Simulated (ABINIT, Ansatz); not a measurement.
# CdS (Greenockite): bands and cutoff in G0W0 with ABINIT, part 2 of 2

Wanted: a converged G0W0 gap of CdS (Greenockite), or an estimate of the limit.

ABINIT 10.8.3; PBE and many-body steps on it, plane waves. Known limits of the many-body steps: not at the basis limit; no spin-orbit coupling; coarse k mesh.

So far. Step 3 (Screening, 3×3×2 mesh, 70 bands, screening to 76.2 eV): Local fields lower ε∞ by 5 %. On a Γ-centred mesh this coarse the value itself is usually too large, while a short band sum pulls it down. Step 4 (70 bands, 76.2 eV): The gap on the mesh goes from 1.22 eV to 2.14 eV, a correction of +0.92 eV.

## 6. 171 bands, 141.5 eV

This step: G0W0 on PBE, plane waves, norm-conserving pseudopotentials.

run.abi

```
acell 3*1.0 Angstrom
rprim 
  4.137000000025 -0.000000000006 0.000000000000
  -2.068500000008 3.582747095481 0.000000000000
  0.000000000000 0.000000000000 6.714400000000
ntypat 2
znucl 48 16
natom 4
typat 1 1 2 2
xred 
  0.666666666667 0.333333333333 0.000000000000
  0.333333333333 0.666666666667 0.500000000000
  0.666666666667 0.333333333333 0.375000000000
  0.333333333333 0.666666666667 0.875000000000
pp_dirpath "pseudos"
pseudos "Cd.upf, S.upf"
ecut 47
ngkpt 3 3 2
nshiftk 1
shiftk 0 0 0
kptopt 1
chksymbreak 0
istwfk *1
occopt 1
irdwfk 1
optdriver 4
nband 171
gwcalctyp 0
ecutsigx 47
symsigma 1
nkptgw 1
kptgw 
  0.0000000000 0.0000000000 0.0000000000
bdgw 
  25 28
ecuteps 5.2
irdscr 1
ppmodel 1
indata_prefix "in"
outdata_prefix "out"
tmpdata_prefix "tmp"
```

Command:

```sh
OMP_NUM_THREADS=1 mpirun -n 4 abinit run.abi > log
```

Numbers of over 12 decimals in the logs are rounded to 6 here.

Output:

```text
.Version 10.8.3 of ABINIT. v10.8.2 released Aug 2026.

 Symmetries : space group P6_3 m c (#186); Bravais hP (primitive hexag.)
[... echo of the input left out ...]
== DATASET  1 ==================================================================
-   mpi_nproc: 4, omp_nthreads: 1 (-1 if OMP is not activated)

--- !DatasetInfo
iteration_state: {dtset: 1, }
dimensions: {natom: 4, nkpt: 6, mband: 171, nsppol: 1, nspinor: 1, nspden: 1, mpw: 10374, }
cutoff_energies: {ecut:  47.0, pawecutdg:  -1.0, }
electrons: {nelect:   5.20000000E+01, charge:   0.00000000E+00, occopt:   1.00000000E+00, tsmear:   1.00000000E-02, }

 SIGMA: Calculation of the GW corrections

 Based on a program developped by R.W. Godby, V. Olevano, G. Onida, and L. Reining.
 Incorporated in ABINIT by V. Olevano, G.-M. Rignanese, and M. Torrent.
.Using double precision arithmetic ; gwpc =  8

[... cell and pseudopotentials left out ...]
--------------------------------------------------------------------------------

 ==== K-mesh for the wavefunctions ====
 Number of points in the irreducible wedge :     6
[... list of points left out ...]
 Together with 12 symmetry operations and time-reversal symmetry
 yields    18 points in the full Brillouin Zone.

 ==== Q-mesh for screening function ====
 Number of points in the irreducible wedge :     6
[... list of points left out ...]
 Together with 12 symmetry operations and time-reversal symmetry
 yields    18 points in the full Brillouin Zone.

 vcoul_init : cutoff-mode = AUXILIARY_FUNCTION
 q-points for optical limit:   1
     1)      0.000010    0.000020    0.000030
 setmesh: FFT mesh size selected  =    45x   45x   80
          total number of points  =       162000

 Number of electrons calculated from density =   52.0000; Expected =   52.0000
[...]
number of k-points in IBZ                           6
 number of q-points in IBZ                           6
 number of symmetry operations                      12
 number of k-points in BZ                           18
 number of q-points in BZ                           18
 number of frequencies for dSigma/dE                 9
 frequency step for dSigma/dE [eV]                0.25
 number of omega for Sigma on real axis              0
 max omega for Sigma on real axis  [eV]           0.00
 zcut for avoiding poles [eV]                     0.10

 EPSILON^-1 parameters (SCR file):
 dimension of the eps^-1 matrix on file            379
 dimension of the eps^-1 matrix used               379
 number of plane-waves for wavefunctions         10251
 number of bands                                   171
 number of q-points in IBZ                           6
 number of frequencies                               2
 number of real frequencies                          1
 number of imag frequencies                          1

 matrix elements of self-energy operator (all in [eV])

 Perturbative Calculation

--- !SelfEnergy_ee
iteration_state: {dtset: 1, }
kpoint     : [   0.000,    0.000,    0.000, ]
spin       : 1
KS_gap     :    1.219
QP_gap     :    2.067
Delta_QP_KS:    0.848
data: !SigmaeeData |
     Band     E0 <VxcDFT>   SigX SigC(E0)      Z dSigC/dE  Sig(E)    E-E0       E
       25   4.328 -15.356 -18.331   2.328   0.780  -0.282 -15.861  -0.505   3.823
       26   4.328 -15.356 -18.331   2.328   0.780  -0.282 -15.861  -0.505   3.823
       27   5.547 -10.669  -6.558  -3.689   0.814  -0.229 -10.326   0.343   5.890
       28   7.132 -11.029  -6.546  -3.914   0.815  -0.227 -10.565   0.464   7.596

== END DATASET(S) ==============================================================
================================================================================

 -outvars: echo values of variables after computation  --------
           etotal      0.0000000000E+00
            nband         171
             nkpt           6
          spgroup         186
 [... the other variables as echoed above ...]

 Calculation completed.
```

It took 25 s on 4 MPI ranks of Intel Xeon Platinum 8259CL at 2.50GHz (Skylake/Cascade Lake), shared host; peak memory 1.4 GiB; 99 s of CPU time.

Numbers from this step:

| Item | Value |
| --- | --- |
| G0W0 gap on the points computed | 2.067 eV |
| starting gap on the mesh | 1.219 eV |
| k of the valence top | 0, 0, 0 |
| k of the conduction bottom | 0, 0, 0 |
| Z at the valence top | 0.78 |
| Z at the conduction bottom | 0.814 |
| least direct G0W0 gap on the computed points | 2.067 eV |

Against G0W0 in ABINIT (3×3×2 mesh, 70 bands, screening to 76.2 eV, Godby-Needs plasmon pole), the gap moves by −0.072 eV.

## 7. Screening, 3×3×2 mesh, 382 bands, screening to 217.7 eV

This step: RPA screening on PBE, plane waves, norm-conserving pseudopotentials.

Changes to run.abi since step 6:

```diff
@@ -25,15 +25,8 @@
 irdwfk 1
-optdriver 4
-nband 171
-gwcalctyp 0
-ecutsigx 47
-symsigma 1
-nkptgw 1
-kptgw 
-  0.0000000000 0.0000000000 0.0000000000
-bdgw 
-  25 28
-ecuteps 5.2
-irdscr 1
-ppmodel 1
+optdriver 3
+nband 382
+ecuteps 8
+inclvkb 2
+awtr 1
+symchi 1
 indata_prefix "in"
```

Output:

```text
.Version 10.8.3 of ABINIT. v10.8.2 released Aug 2026.

 Symmetries : space group P6_3 m c (#186); Bravais hP (primitive hexag.)
[... echo of the input left out ...]
== DATASET  1 ==================================================================
-   mpi_nproc: 4, omp_nthreads: 1 (-1 if OMP is not activated)

--- !DatasetInfo
iteration_state: {dtset: 1, }
dimensions: {natom: 4, nkpt: 6, mband: 382, nsppol: 1, nspinor: 1, nspden: 1, mpw: 10374, }
cutoff_energies: {ecut:  47.0, pawecutdg:  -1.0, }
[...]
--------------------------------------------------------------------------------
[... chi0 elements left out ...]
 For q-point:  0.000010 0.000020 0.000030
  dielectric constant =  13.1660
  dielectric constant without local fields =  13.9634

  Average fulfillment of the sum rule on Im[epsilon] for q-point    1 :     81.58  [%]
[... wings left out ...]
  q-point number  2        q = ( 0.333333, 0.000000, 0.000000) [r.l.u.]
--------------------------------------------------------------------------------
[... chi0 elements left out ...]
  Average fulfillment of the sum rule on Im[epsilon] for q-point    2 :     84.32  [%]

 [... 4 further q-points ...]
```

Wall time 13 min (4 MPI ranks); peak memory 3.2 GiB.

This step gave:

- ε∞ with local fields, on this mesh, along the program's q direction: 13.17
- the same without local fields: 13.96
- plasma frequency: 26.84 eV
- plane waves in the screening matrix: 713

## 8. 382 bands, 217.7 eV

This step: G0W0 on PBE, plane waves, norm-conserving pseudopotentials.

Changes to run.abi since step 7:

```diff
@@ -25,8 +25,15 @@
 irdwfk 1
-optdriver 3
+optdriver 4
 nband 382
+gwcalctyp 0
+ecutsigx 47
+symsigma 1
+nkptgw 1
+kptgw 
+  0.0000000000 0.0000000000 0.0000000000
+bdgw 
+  25 28
 ecuteps 8
-inclvkb 2
-awtr 1
-symchi 1
+irdscr 1
+ppmodel 1
 indata_prefix "in"
```

Output:

```text
.Version 10.8.3 of ABINIT. v10.8.2 released Aug 2026.

 Symmetries : space group P6_3 m c (#186); Bravais hP (primitive hexag.)
[... echo of the input left out ...]
== DATASET  1 ==================================================================
-   mpi_nproc: 4, omp_nthreads: 1 (-1 if OMP is not activated)

--- !DatasetInfo
iteration_state: {dtset: 1, }
dimensions: {natom: 4, nkpt: 6, mband: 382, nsppol: 1, nspinor: 1, nspden: 1, mpw: 10374, }
cutoff_energies: {ecut:  47.0, pawecutdg:  -1.0, }
[...]
26   4.328 -15.356 -18.331   1.992   0.778  -0.285 -16.121  -0.765   3.563
       27   5.547 -10.669  -6.558  -3.927   0.812  -0.231 -10.520   0.149   5.696
       28   7.132 -11.029  -6.546  -4.166   0.814  -0.229 -10.771   0.258   7.390

== END DATASET(S) ==============================================================
================================================================================

 -outvars: echo values of variables after computation  --------
           etotal      0.0000000000E+00
            nband         382
             nkpt           6
          spgroup         186
 [... the other variables as echoed above ...]

 Calculation completed.
```

Run time: 1.7 min. Hardware: 4 MPI ranks; peak memory 3.4 GiB.

This step gave:

```
G0W0 gap on the points computed              : 2.133 eV
starting gap on the mesh                     : 1.219 eV
k of the valence top                         : 0, 0, 0
k of the conduction bottom                   : 0, 0, 0
least direct G0W0 gap on the computed points : 2.133 eV
```

Against G0W0 in ABINIT (3×3×2 mesh, 171 bands, screening to 141.5 eV, Godby-Needs plasmon pole), the gap moves by +0.066 eV.

## 9. The runs together

Times are wall times on 4 MPI ranks of Intel Xeon Platinum 8259CL at 2.50GHz (Skylake/Cascade Lake), shared host, good to a factor of about two. A run's time includes the screening step that it read.

| run | mesh | bands | screening cutoff (eV) | DFT gap (eV) | gap on the mesh (eV) | direct (eV) | ε∞ used | time |
| --- | --- | --- | --- | --- | --- | --- | --- | --- |
| 70 bands, 76.2 eV | 3×3×2 | 70 | 76.2 | 1.219 | 2.139 | 2.139 | 13.14 | 52 s |
| 171 bands, 141.5 eV | 3×3×2 | 171 | 141.5 | 1.219 | 2.067 | 2.067 | 13.17 | 4 min |
| 382 bands, 217.7 eV | 3×3×2 | 382 | 217.7 | 1.219 | 2.133 | 2.133 | 13.17 | 14 min |

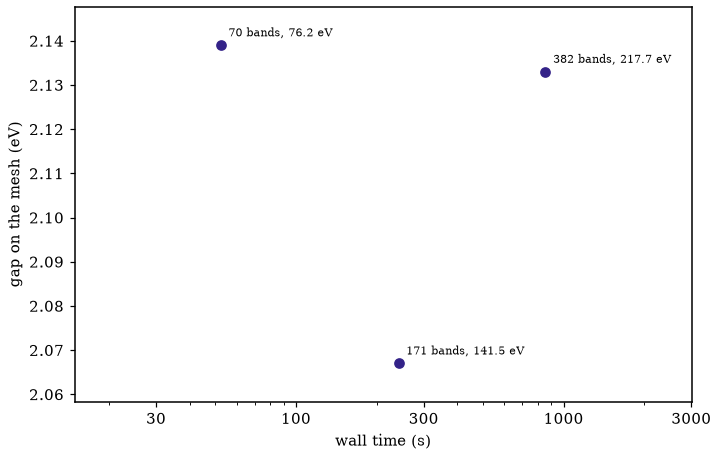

Result against wall time.

## 10. What came out

```
70 bands, 76.2 eV   : 2.139 eV
171 bands, 141.5 eV : 2.067 eV
382 bands, 217.7 eV : 2.133 eV
known limits        : not at the basis limit; no spin-orbit coupling; coarse k mesh
```

**Reading.** From the first rung to the last the gap moves by −0.01 eV for 16 times the time. The gap turns back along the series, so no limit is drawn from it. In the G0W0 runs levels were corrected at 1 k point alone, so a gap called «on the mesh» is the least over those, and an edge elsewhere would be missed. The 3×3×2 mesh is coarse for this cell, which bears on the long-range parts of exchange and screening. The many-body steps are scalar-relativistic: spin-orbit coupling is not in them.

[Paths, hosts, dates, memory and timing lines, banners, echoed tables and standing remarks are left out of the program output.]

[Logs are printed without paths, hosts, clocks, repeated set-up lines and the standing remarks that a program may print on its own settings, such as how far it seeks lower states.]

[Runs of the session that timed out or met a known fault of the program may be left out.]

[Hosts, paths, dates, database ids (printed as entryN), source tags and the programs' standing remarks are cut or masked in the printed files.]

[G0W0 gaps are taken among the corrected bands and points alone; a level outside them can change the order at an edge.]

[Where Ansatz stands beside ABINIT at settings called matched, ABINIT's density can come from a denser mesh and the files from another edition; pairs whose starting gaps differed by over 0.03 eV were left out, so agreement reads better than it is.]
